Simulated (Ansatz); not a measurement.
# N2H4 (hydrazine): a first try and a second

Aim: the energy of N2H4 (hydrazine) at rPW86x+PW92c(a = 0.25)/cc-pVTZ (exact exchange 0.25, 1 point charge).

The calculation is run with Ansatz 0.2.0.

8 further runs of the same task are left out: 1 for a known fault of the program, 1 that didn't finish, 6 set aside as unsound or not needed.

## (1) The system as given

N2H4 has 6 atoms, charge 0, and is taken as a singlet. As SMILES, `NN`. Geometry: relaxed at PBE0-D4/def2-TZVP. This is one conformer, not always the lowest.

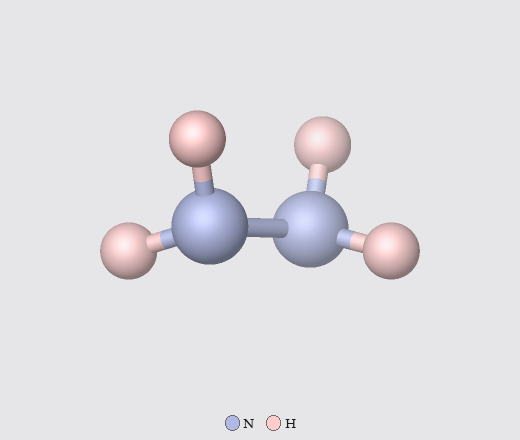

Viewed from a chosen angle; nitrogen light blue, hydrogen pink.

## (2) Try one

The input, job.yaml:

```yaml
crystal:
  periodic: [false, false, false]
  atoms:
    - {symbol: "N", position_ang: [-0.405300, -2.105100, 0.587700]}
    - {symbol: "N", position_ang: [1.341900, 1.751400, 0.269700]}
    - {symbol: H, position_ang: [-3.228600, -2.212800, -0.541500]}
    - {symbol: H, position_ang: [1.316100, -4.056600, -0.968100]}
    - {symbol: H, position_ang: [0.311700, 3.314100, -2.129100]}
    - {symbol: H, position_ang: [0.664500, 3.308700, 2.781300]}
basis:
  gaussian:
    orbitals: cc-pVTZ
    point_charges: [{charge: 1, position_ang: [-1.9567, -4.9371, 0.3877]}]
hamiltonian:
  xc:
    text: |
      parameter a = 0.25
      exchange = (1 - a)*rpw86_x + a*exact_x
      correlation = pw_c
scf: {lower_state_search: light}
accuracy: high
```

Run with:

```bash
$ ansatz run job.yaml --threads 1 --pin off --max-ram 2610MiB --events-out events.jsonl --progress --plain --runs-dir runs
```

Standard output:

```text
Warning: RAYON_NUM_THREADS=1 ignored (pool sized by the plan → 1); use --threads N
Functional definition: unnamed
  parameter a = 0.25
  exchange = (1 - a)*rpw86_x + a*exact_x
  correlation = pw_c
1337 factors; integrals over basis functions are off by at most 1.3e-8 eV
mean field evaluation 1: about -2874.4657 eV, gradient 1.3e2 eV
mean field evaluation 2: about -2462.3017 eV, gradient 3.0e2 eV
mean field evaluation 4: about -2829.9369 eV, gradient 1.6e2 eV
mean field evaluation 8: about -3020.5450 eV, gradient 6.3e1 eV
mean field evaluation 16: about -3035.1616 eV, gradient 9.8e-1 eV
mean field evaluation 32: about -3035.5651 eV, gradient 1.2e-7 eV
mean field evaluation 64: about -3034.6508 eV, gradient 9.9e0 eV
mean field -3035.56505452 eV, -111.5549581738 hartree, gradient 3.2e-8 eV, S^2 0.000000; 6 other end points of the search recorded, 0 dependent functions left out
reference -3035.56507127 eV, -111.5549587891 hartree; 9, 9 occupied and 107, 107 virtual orbitals, 1337 factors
Total energy: -3035.56507127 eV, -111.5549587891 hartree
```

It took 12 s on 1 thread of Arm Neoverse V2, shared host.

## (3) Diagnosis

The run finished; that doesn't make the result usable.

The cause is that the atoms are pulled far apart. As the program read them, the closest atoms are 3.03 Å apart, against 1.01 Å in the sound input.

## (4) Second attempt

The input, job.yaml:

```yaml
crystal:
  periodic: [false, false, false]
  atoms:
    - {symbol: "N", position_ang: [-0.135100, -0.701700, 0.195900]}
    - {symbol: "N", position_ang: [0.447300, 0.583800, 0.089900]}
    - {symbol: H, position_ang: [-1.076200, -0.737600, -0.180500]}
    - {symbol: H, position_ang: [0.438700, -1.352200, -0.322700]}
    - {symbol: H, position_ang: [0.103900, 1.104700, -0.709700]}
    - {symbol: H, position_ang: [0.221500, 1.102900, 0.927100]}
basis:
  gaussian:
    orbitals: cc-pVTZ
    point_charges: [{charge: 1, position_ang: [-1.9567, -4.9371, 0.3877]}]
hamiltonian:
  xc:
    text: |
      parameter a = 0.25
      exchange = (1 - a)*rpw86_x + a*exact_x
      correlation = pw_c
accuracy: high
output: {orbitals: {seedname: orbitals}}
scf: {lower_state_search: light}
```

Run with:

```bash
$ ansatz run job.yaml --threads 1 --pin off --max-ram 2610MiB --events-out events.jsonl --progress --plain --runs-dir runs
```

Standard output:

```text
Warning: RAYON_NUM_THREADS=1 ignored (pool sized by the plan → 1); use --threads N
[... 4 set-up lines as earlier in the session ...]
2085 factors; integrals over basis functions are off by at most 2.6e-9 eV
mean field evaluation 1: about -3058.1859 eV, gradient 5.8e1 eV
mean field evaluation 2: about -3052.9759 eV, gradient 7.6e1 eV
mean field evaluation 4: about -3064.6588 eV, gradient 6.9e-1 eV
mean field evaluation 8: about -3064.6573 eV, gradient 1.0e-1 eV
mean field evaluation 16: about -3064.6573 eV, gradient 5.6e-7 eV
mean field -3064.65733529 eV, -112.6240797727 hartree, gradient 2.4e-8 eV, S^2 0.000000; 0 other end points of the search recorded, 0 dependent functions left out
reference -3064.65734460 eV, -112.6240801148 hartree; 9, 9 occupied and 107, 107 virtual orbitals, 2085 factors
Total energy: -3064.65734460 eV, -112.6240801148 hartree
```

Run time: 6.3 s. Hardware: 1 thread of Arm Neoverse V2, shared host; peak memory 0.32 GiB.

## (5) What came out

At rPW86x+PW92c(a = 0.25)/cc-pVTZ (exact exchange 0.25, 1 point charge):

| quantity | value |
| --- | --- |
| total energy | -112.62408 Eh |
| HOMO–LUMO gap | 7.84 eV |

In words: The first attempt's energy was +29.092 eV off this one.
